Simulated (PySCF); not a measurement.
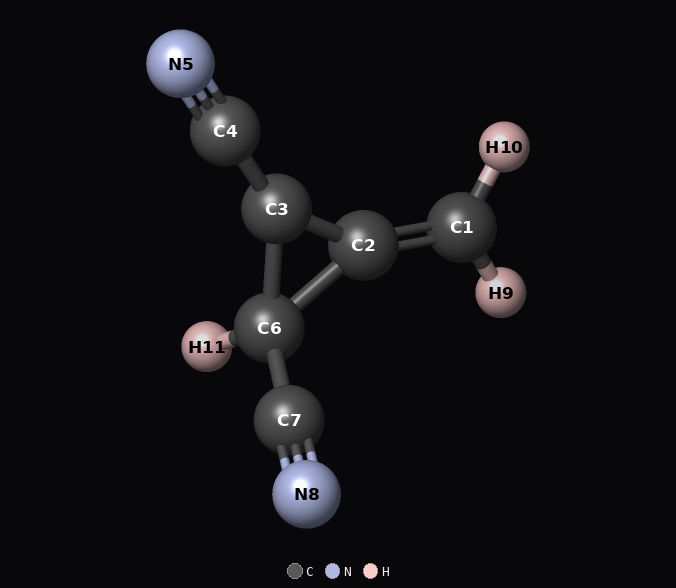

Charge 0, doublet. The computed structure is the end point of a GFN2-xTB optimisation. No frequency run is at hand to confirm it as a minimum. Level of theory: UKS B3LYP, pcH-1 on C H N, non-relativistic (PySCF 2.14.0). Fermi-contact and spin-dipolar terms alone, no spin-orbit part.

Which nucleus has the largest dipolar (anisotropic) hyperfine coupling?

13C at C3: principal values −53.9, −48.8, 102.8 MHz.

List the isotropic and dipolar parts for the most strongly coupled nuclei, one of each equivalent set.

```csv
atom,isotope,a_iso (MHz),dipolar part (MHz)
C3,13C,65.3,"−53.9, −48.8, 102.8"
C1,13C,39.8,"−38.4, −37.5, 75.9"
C2,13C,−48.0,"−26.9, 7.6, 19.2"
N5,14N,7.5,"−15.3, −11.3, 26.7"
H9,1H,−32.8,"−18.0, −1.0, 19.0"
C4,13C,−48.5,"−17.3, −1.0, 18.3"
H10,1H,−31.0,"−16.4, −1.5, 17.9"
H11,1H,33.9,"−2.5, −1.9, 4.5"
```
